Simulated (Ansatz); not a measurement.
## Electronic structure of C$_{2}$H$_{3}$Ga (SMILES C#[C][GaH2]) in real space

Input file:

```
crystal:
  periodic: [false, false, false]
  atoms:
    - symbol: C
      position_ang: [-1.385781, -0.102694, 1.348662]
    - symbol: C
      position_ang: [-1.962874, -1.191660, 1.320274]
    - symbol: Ga
      position_ang: [-0.486178, 1.595709, 1.393109]
    - symbol: H
      position_ang: [-2.469890, -2.148382, 1.295318]
    - symbol: H
      position_ang: [1.079891, 1.606098, 1.252342]
    - symbol: H
      position_ang: [-1.361172, 2.890418, 1.568100]
basis:
  gaussian:
    orbitals: def2-TZVPD
hamiltonian:
  xc: pbe0
output: {forces: true, orbitals: {seedname: orbitals}}
```

Run with:

```sh
ansatz run input.yaml --threads 1 --pin off --max-ram 2610MiB --events-out events.jsonl --progress --plain --runs-dir runs
```

Geometry: PBE-D3(BJ)/def2-SVP.

The calculation used isolated molecule in a Gaussian basis; Kohn-Sham density functional theory, functional PBE0 (Ansatz 0.2.0).

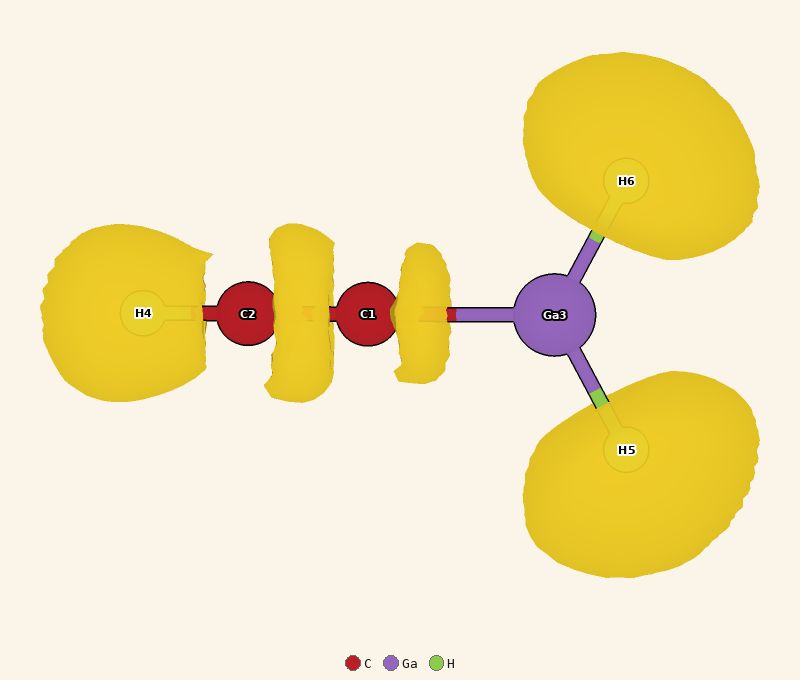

Figure 1. Isosurface of the ELF at 0.8 (yellow), seen across its widest extent. Core shells and regions of very low density are left out.

Question: Describe the localisation domains.

Answer: The ELF exceeds this value in one region between bonded C–C atoms (shared pairs), three regions around hydrogen nuclei and one lobe of the valence shell of C pointing towards Ga (polar bonds). Along the contacts the grid gives the following. C–C (1.23 Å): the ELF peaks at about 0.85 between the atoms: a short, multiple covalent bond. C–Ga (1.92 Å): the ELF peaks at about 0.95 in the valence shell of C, 0.7 Å from its nucleus, and is about 0.45 at the midpoint.

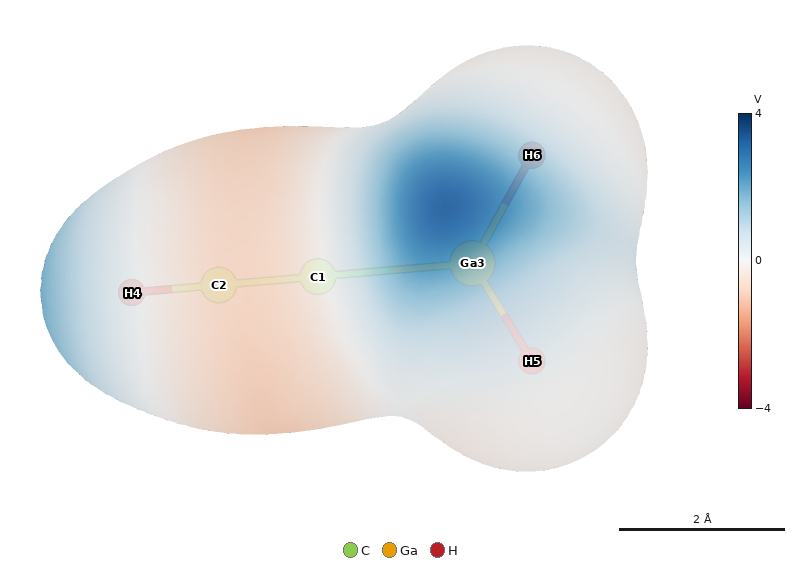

Figure 2. The electrostatic potential painted on the density surface at 0.002 e/bohr³, seen at a tilt; the colour scale runs from red (negative) to blue (positive).

Question: Describe the electrostatic potential map.

Answer: The most negative region (about −0.9 V, or −21 kcal/mol for a unit charge) lies over C1 and C2, the most positive (about +3.2 V, or +74 kcal/mol for a unit charge) over Ga3.

Question: How polar is the molecule by this calculation?

Answer: Its dipole moment is 0.17 D.

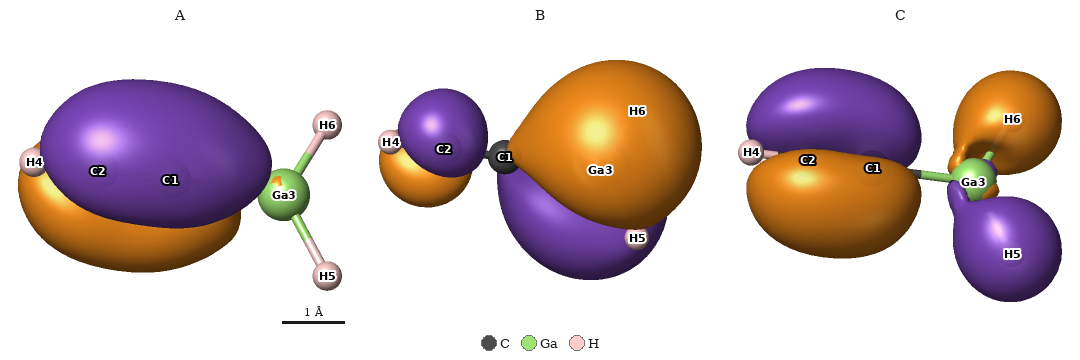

Figure 3. Three frontier orbitals at ±0.08 Å⁻³ᐟ² (orange and purple are the two phases), in no order.

Question: Order the three orbitals by energy and name them.

Answer: A is the HOMO−1 (−8.25 eV). Its weight (Hirshfeld) is mainly on C1 (about 45 %), C2 (about 45 %) and Ga3 (about 5 %); it changes sign across the molecular plane (π type); π-bonding across C1–C2. C is the HOMO (−7.88 eV). By Hirshfeld shares it lies mainly on C2 (about 40 %), C1 (about 35 %), Ga3 (about 10 %), H5 (about 5 %) and H6 (about 5 %); it is symmetric in the molecular plane (an in-plane orbital: σ, lone-pair or in-plane π type). B is the LUMO (−2.02 eV). It lies mainly on Ga3 (about 70 %), C2 (about 10 %) and C1 (about 10 %); it changes sign across the molecular plane (π type); π-antibonding (a node) across C1–C2.

Question: What is the HOMO–LUMO gap?

Answer: 5.86 eV between the orbital energies.
